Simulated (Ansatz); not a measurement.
**HSE06/6-31G(d) (spherical functions) run of C2H9NSi (SMILES CN(C)[SiH3])**

Aim: the energy change on altering one bond length of C2H9NSi at HSE06/6-31G* (spherical functions), from 2 runs. 

Program for the calculation: Ansatz 0.2.0.

64 further runs of the same task are left out: 64 set aside as unsound or not needed.

## 1. The molecule

C2H9NSi has 13 atoms, charge 0, and is taken as a singlet. As SMILES, `CN(C)[SiH3]`. The shape is that of a PBE0-D4/def2-TZVP optimisation.

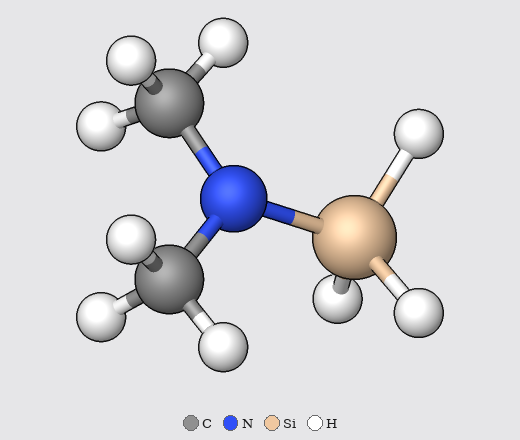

The structure, seen from a chosen angle (carbon grey, nitrogen blue, silicon light orange, hydrogen white).

## 2. The energy at HSE06/6-31G(d) (spherical functions)

run.yaml reads:

```yaml
crystal:
  periodic: [false, false, false]
  atoms:
    - {symbol: C, position_ang: [-0.853400, 1.051500, -0.567400]}
    - {symbol: "N", position_ang: [-0.064300, 0.101400, 0.176900]}
    - {symbol: C, position_ang: [1.257300, 0.576800, 0.503700]}
    - {symbol: Si, position_ang: [-0.404400, -1.580400, 0.101900]}
    - {symbol: H, position_ang: [-0.416100, 1.292500, -1.548500]}
    - {symbol: H, position_ang: [-0.947500, 1.991500, -0.009400]}
    - {symbol: H, position_ang: [-1.860700, 0.663700, -0.735400]}
    - {symbol: H, position_ang: [1.197400, 1.509100, 1.079000]}
    - {symbol: H, position_ang: [1.870100, 0.778300, -0.388400]}
    - {symbol: H, position_ang: [1.787100, -0.156700, 1.115700]}
    - {symbol: H, position_ang: [0.068700, -2.275300, -1.137100]}
    - {symbol: H, position_ang: [-1.879700, -1.752300, 0.167000]}
    - {symbol: H, position_ang: [0.265600, -2.234700, 1.256700]}
basis:
  gaussian:
    orbitals: 6-31G_st_-spherical.json
hamiltonian:
  xc: {name: HSE06}
accuracy: high
output: {orbitals: {seedname: orbitals}}
```

The basis set 6-31G* is read from a file made from the Basis Set Exchange's data (not shown).

Started as:

```bash
$ ansatz run run.yaml --threads 1 --pin off --max-ram 3480MiB --events-out events.jsonl --progress --plain --runs-dir runs
```

Log:

```text
Warning: RAYON_NUM_THREADS=1 ignored (pool sized by the plan → 1); use --threads N
Functional definition: HSE06
  name "HSE06"
  parameter a = 0.25
  parameter omega = 0.11/bohr
  exchange = pbe_x - a*pbe_x_sr(omega) + a*exact_x_sr(omega)
  correlation = pbe_c
1974 factors; integrals over basis functions are off by at most 4.0e-9 eV
119 factors; integrals over basis functions are off by at most 1.1e-9 eV
mean field evaluation 1: about -11573.5161 eV, gradient 4.9e1 eV
mean field evaluation 2: about -11565.7140 eV, gradient 7.5e1 eV
mean field evaluation 4: about -11579.1507 eV, gradient 3.2e0 eV
mean field evaluation 8: about -11579.4990 eV, gradient 1.6e-1 eV
mean field evaluation 16: about -11579.4991 eV, gradient 1.0e-5 eV
mean field -11579.49908085 eV, -425.5387423547 hartree, gradient 7.0e-8 eV, S^2 0.000000; 0 other end points of the search recorded, 0 dependent functions left out
reference -11579.49908416 eV, -425.5387424767 hartree; 21, 21 occupied and 57, 57 virtual orbitals, 1974 factors
Total energy: -11579.49908416 eV, -425.5387424767 hartree
```

It took 4.8 s on 1 thread of Intel Xeon 6975P-C (Granite Rapids), shared host; peak memory 0.3 GiB.

## 3. The distorted shape, same level

molecule.yaml reads:

```yaml
crystal:
  periodic: [false, false, false]
  atoms:
    - {symbol: C, position_ang: [-1.159777, 0.950758, -0.121384]}
    - {symbol: "N", position_ang: [-0.370677, 0.000658, 0.622916]}
    - {symbol: C, position_ang: [0.950923, 0.476058, 0.949716]}
    - {symbol: Si, position_ang: [-0.710777, -1.681142, 0.547916]}
    - {symbol: H, position_ang: [-0.722477, 1.191758, -1.102484]}
    - {symbol: H, position_ang: [-1.253877, 1.890758, 0.436616]}
    - {symbol: H, position_ang: [-2.167077, 0.562958, -0.289384]}
    - {symbol: H, position_ang: [0.891023, 1.408358, 1.525016]}
    - {symbol: H, position_ang: [1.870100, 0.778300, -0.388400]}
    - {symbol: H, position_ang: [1.480723, -0.257442, 1.561716]}
    - {symbol: H, position_ang: [-0.237677, -2.376042, -0.691084]}
    - {symbol: H, position_ang: [-2.186077, -1.853042, 0.613016]}
    - {symbol: H, position_ang: [-0.040777, -2.335442, 1.702716]}
basis:
  gaussian:
    orbitals: 6-31G_st_-spherical.json
output: {orbitals: {seedname: orbitals}}
accuracy: high
hamiltonian:
  xc: hse06
```

The basis set 6-31G* is read from a file made from the Basis Set Exchange's data (not shown).

Started as:

```bash
$ ansatz run molecule.yaml --threads 1 --pin off --max-ram 3480MiB --events-out events.jsonl --progress --plain --runs-dir runs
```

Log, cut to the lines that bear on the results:

```text
Warning: RAYON_NUM_THREADS=1 ignored (pool sized by the plan → 1); use --threads N
[... 6 set-up lines as earlier in the session ...]
1981 factors; integrals over basis functions are off by at most 4.0e-9 eV
120 factors; integrals over basis functions are off by at most 1.0e-9 eV
mean field evaluation 1: about -11571.5184 eV, gradient 4.9e1 eV
mean field evaluation 2: about -11560.6184 eV, gradient 8.0e1 eV
mean field evaluation 4: about -11577.2976 eV, gradient 4.3e0 eV
mean field evaluation 8: about -11577.6478 eV, gradient 4.3e-1 eV
mean field evaluation 16: about -11577.6483 eV, gradient 3.2e-5 eV
mean field -11577.64832694 eV, -425.4707284033 hartree, gradient 8.5e-8 eV, S^2 0.000000; 0 other end points of the search recorded, 0 dependent functions left out
reference -11577.64833034 eV, -425.4707285282 hartree; 21, 21 occupied and 57, 57 virtual orbitals, 1981 factors
Total energy: -11577.64833034 eV, -425.4707285282 hartree
```

It took 4.8 s on 1 thread of Intel Xeon 6975P-C (Granite Rapids), shared host; peak memory 0.3 GiB.

## 4. What came out

Level: HSE06/6-31G* (spherical functions).

| quantity | value |
| --- | --- |
| first shape: total energy | -425.53874 Eh |
| first shape: HOMO energy | -5.77 eV |
| first shape: LUMO energy | 0.72 eV |
| first shape: HOMO–LUMO gap | 6.49 eV |
| distorted shape: total energy | -425.47073 Eh |
| distorted shape: HOMO energy | -5.91 eV |
| distorted shape: LUMO energy | 0.11 eV |
| distorted shape: HOMO–LUMO gap | 6.02 eV |
| energy change with the C3–H9 bond stretched from 1.101 to 1.651 Å | 1.851 eV |

In words: With the C3–H9 bond stretched from 1.101 to 1.651 Å the energy rises by 1.85 eV (43 kcal/mol). The first shape isn't relaxed at this level, so the change isn't measured from a minimum.
